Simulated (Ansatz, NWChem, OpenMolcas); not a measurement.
**Redistribution: CH4O + CH2F2O → CH4O2 + CH2F2**

Gas-phase species: CH4O (methanol) `CO`, singlet; CH2F2O `OC(F)F`, singlet; CH4O2 (methanediol) `OCO`, singlet; CH2F2 (difluoromethane) `FCF`, singlet. The partners trade H for OH; both sit on C, so the bond types are kept.

Shapes, held fixed at every level: PBE0-D4/def2-TZVP. Flexible molecules stand in one conformer, not always the lowest. Programs: Ansatz 0.2.0, NWChem 7.3.0, OpenMolcas 26.06. A level may come from different programs for different species; with the same settings they agree closely. The zero-point and thermal change to 298 K, harmonic and unscaled (PBE0-D4/def2-TZVP), is +3.3 kJ/mol.

```json
{"level": "HF/STO-3G", "kind": "Hartree–Fock", "ΔH(298 K) (kJ/mol)": "+30.7"}
{"level": "HF/3-21G", "kind": "Hartree–Fock", "ΔH(298 K) (kJ/mol)": "+48.1"}
{"level": "HF/def2-SVP", "kind": "Hartree–Fock", "ΔH(298 K) (kJ/mol)": "+38.4"}
{"level": "B3LYP/6-31G* (spherical functions)", "kind": "global hybrid", "ΔH(298 K) (kJ/mol)": "+39.4"}
{"level": "PBE0/def2-SVP", "kind": "global hybrid", "ΔH(298 K) (kJ/mol)": "+41.5"}
```

PBE0/def2-SVP gives ΔH(298 K) = +41.5 kJ/mol; the levels span +30.7 to +48.1. The median of the levels is +39.4. No measured value is set beside it here. Rows in sets without polarisation functions are far from converged.

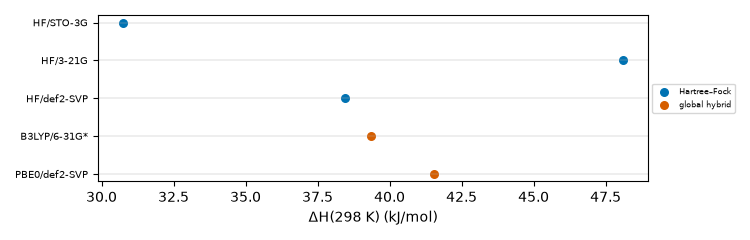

The values of the table, level by level.
